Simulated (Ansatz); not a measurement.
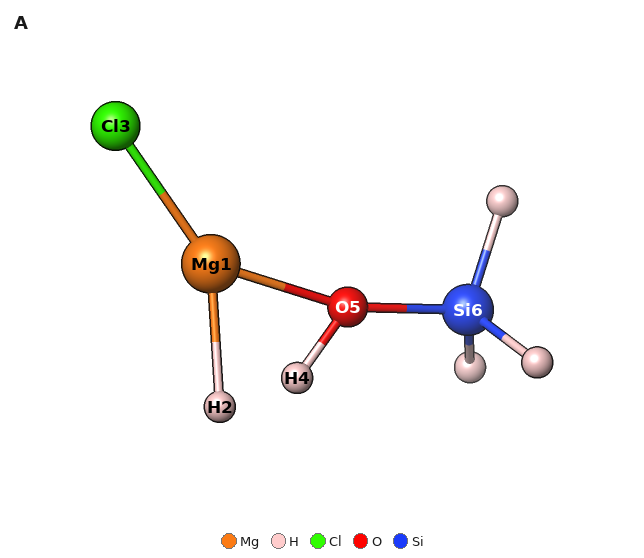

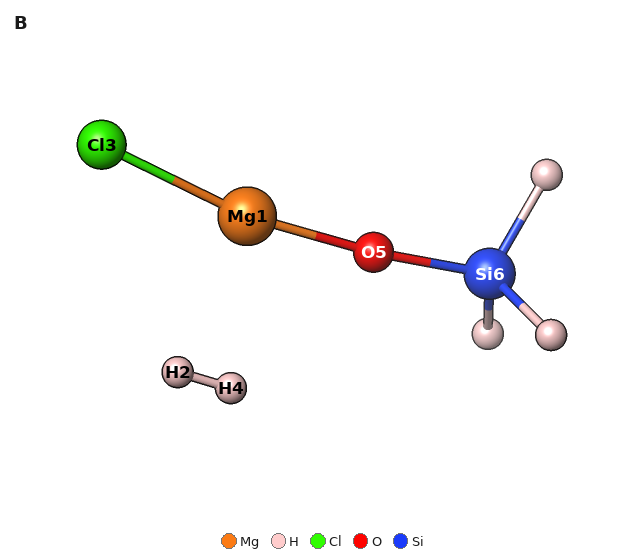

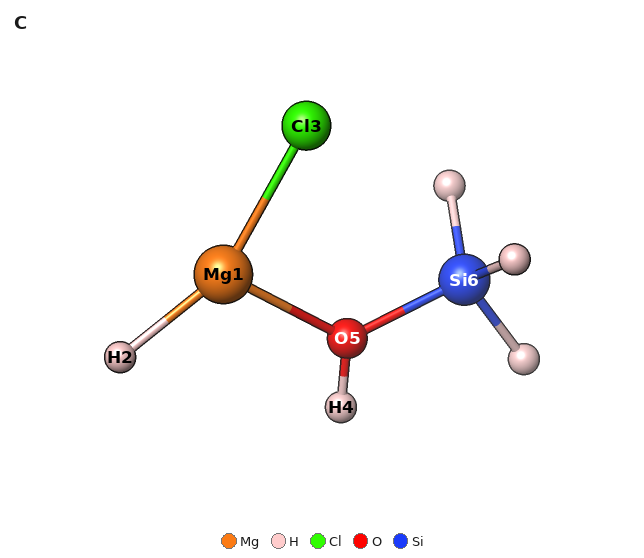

Three stationary points along one reaction path, in mixed order. Sticks follow a distance rule, so a partial bond may show as a full stick or not at all. The species is neutral and a spin singlet. Geometries: PBE0-D4/def2-TZVP; all other levels are single points on them, and energies count from the start as drawn. Program: Ansatz 0.2.0. In CBS estimates cores are frozen, and CCSD(T) − MP2 is taken in the smaller basis.

Which panel shows the transition state?

Answer. A.

Which bonds form and which break from C to B?

Answer. Formed: H2–H4; broken: Mg1–H2, H4–O5. At the saddle point H2···H4 is 1.13 Å, Mg1···H2 is 1.85 Å, H4···O5 is 1.16 Å.

Give the electronic barrier and the reaction energy from C to B in eV (no zero-point energy) with CCSD(T)/CBS (MP2 limit from def2-TZVPP and def2-QZVPP plus CCSD(T) − MP2); BHLYP-D4/def2-TZVPP; CAM-B3LYP-D4/def2-TZVPP; PBE0-D4/def2-SVP; RHF-CCSD(T) (frozen core)/def2-TZVPP.

```tsv
level	barrier	reaction energy
CCSD(T)/CBS (MP2 limit from def2-TZVPP and def2-QZVPP plus CCSD(T) − MP2)	0.378	−0.653
BHLYP-D4/def2-TZVPP	0.517	−0.499
CAM-B3LYP-D4/def2-TZVPP	0.397	−0.520
PBE0-D4/def2-SVP	0.428	−0.322
RHF-CCSD(T) (frozen core)/def2-TZVPP	0.424	−0.571
```
